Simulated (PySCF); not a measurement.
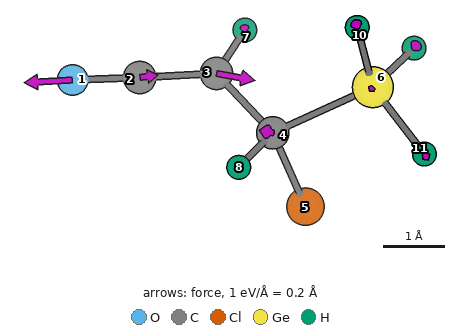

Starting geometry of C₃H₅ClGeO with the computed forces as purple arrows. Style: ball-and-stick. Shown at a tilt.

The start comes from GFN2-xTB. Its atoms were then displaced at random by about 0.01 Å.

The calculation used PBE0-D3(BJ)/def2-SVP geometry optimisation, gas phase in PySCF. 

> Is this structure relaxed? If not, where do the atoms go?

It isn't relaxed: the largest force vector, on the O atom, is 4.15 eV/Å. The final displacements have little in common with the starting forces (cosine between the two patterns 0.23). After 13 geometry steps the energy has fallen by 26.0 kJ/mol. The atom that moves furthest after the best rigid fit is an H atom (0.17 Å). Largest moves by element: H 0.17 Å, O 0.17 Å, Cl 0.12 Å, C 0.10 Å, Ge 0.02 Å. Some distances before and after: Ge–H 1.479 → 1.537 Å, C–C 1.284 → 1.322 Å, C–C 1.523 → 1.487 Å, C–O 1.127 → 1.159 Å. Bond angles that change, for instance: Ge–C–H 114.6° → 109.2°, C–C–H 115.8° → 121.2°, C–C–H 121.4° → 116.7°. Cost: 2.1 min on 1 thread of Arm Neoverse V1, with other jobs on the host.
